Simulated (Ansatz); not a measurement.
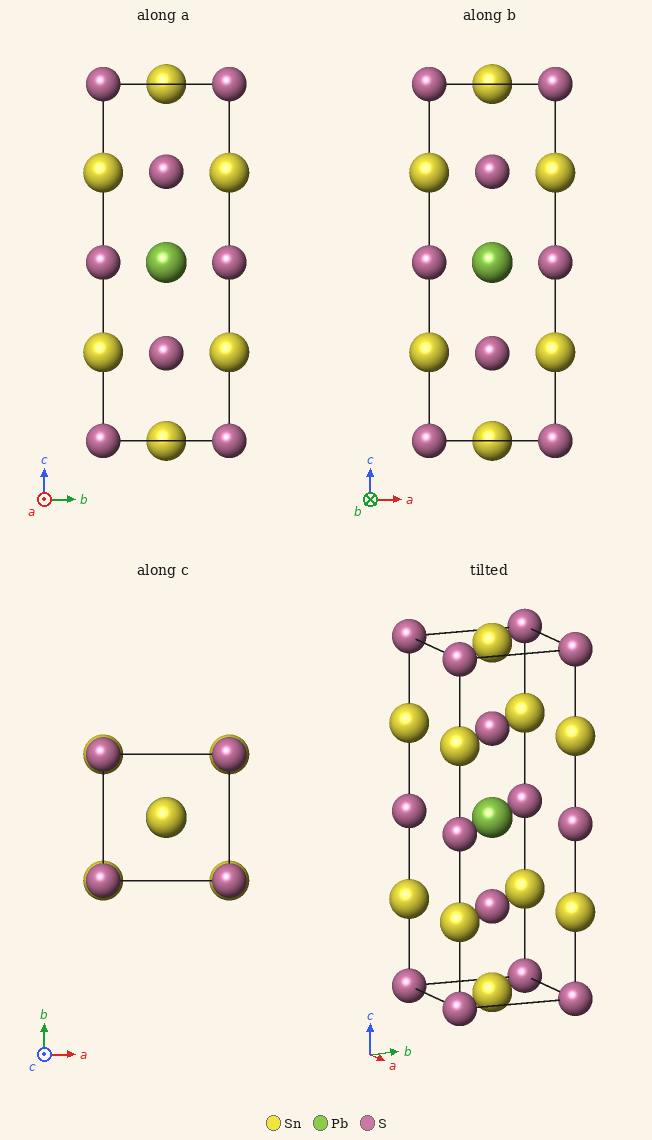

An orthographic spheres-only view of the structure, along the a axis, along the b axis, along the c axis and slightly off an axis. The conventional unit cell is outlined; an atom on or near a face, edge or corner is repeated at each equivalent position.

Lattice parameters: a = 4.1248 Å, b = 4.1248 Å, c = 11.6655 Å, α = 90.000°, β = 90.000°, γ = 90.000°.

Question: Write the structure as a CIF with its space group and independent sites, with free fractional coordinates to two decimals.

Answer:
```cif
data_structure
_symmetry_space_group_name_H-M 'P 4/m m m'
_symmetry_Int_Tables_number 123
_cell_length_a 4.1248
_cell_length_b 4.1248
_cell_length_c 11.6655
_cell_angle_alpha 90.000
_cell_angle_beta 90.000
_cell_angle_gamma 90.000
_cell_volume 198.48
loop_
_atom_site_label
_atom_site_type_symbol
_atom_site_symmetry_multiplicity
_atom_site_Wyckoff_symbol
_atom_site_fract_x
_atom_site_fract_y
_atom_site_fract_z
_atom_site_occupancy
Sn1 Sn 2 g 0.00 0.00 0.75 1
Sn2 Sn 1 c 0.50 0.50 0.00 1
Pb1 Pb 1 d 0.50 0.50 0.50 1
S1 S 1 a 0.00 0.00 0.00 1
S2 S 2 h 0.50 0.50 0.25 1
S3 S 1 b 0.00 0.00 0.50 1
```

The initial geometry was a structure type filled with these elements by a generator (whether the compound takes this form wasn't checked). The cell was then strained or its atoms displaced on purpose. It was relaxed at fixed volume with Ansatz 0.2.0, DFT PBE, scalar-relativistic, plane waves, PAW.
